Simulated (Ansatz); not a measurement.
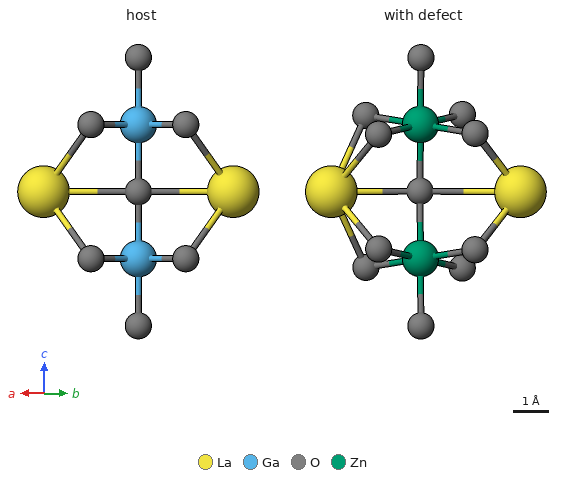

Left: perfect LaGaO3. Right: the same region with a pair of point defects, after relaxing the atoms in a supercell of 40 sites. The picture is a ball-and-stick view of the atoms within 4.6 Å of one point, in a slice 5.0 Å thick across the line of sight, seen along [110].

The calculation used Ansatz 0.2.0, DFT, PBEsol, PAW, plane waves. Settings: plane-wave cutoff 420 eV; k-point mesh 1 × 1 × 1; mesh shifted by (0.25, 0.25, 0.25); no spin polarisation. Fermi-Dirac smearing of 0.01 eV. The axes drawn are those of the host's conventional cell.

Q: What kind of defect was made?

A: Two gallium atoms are replaced by zinc, the two sites 3.9 Å apart.

The charge state of the cell is 0.

Q: What does the relaxation do around it?

A: One site: in the host the Ga atom has 6 O at 1.93 Å; the Zn atom ends with 6 O at 1.97 to 2.02 Å. The other site: in the host the Ga atom has 6 O at 1.93 Å; the Zn atom ends with 6 O at 1.95 to 2.02 Å. Of the host's atoms, an oxygen atom moves furthest from its site, by 0.41 Å.

Limits of the set-up: the periodic images lie only 7.7 Å apart, so the values are limited by the cell's size.
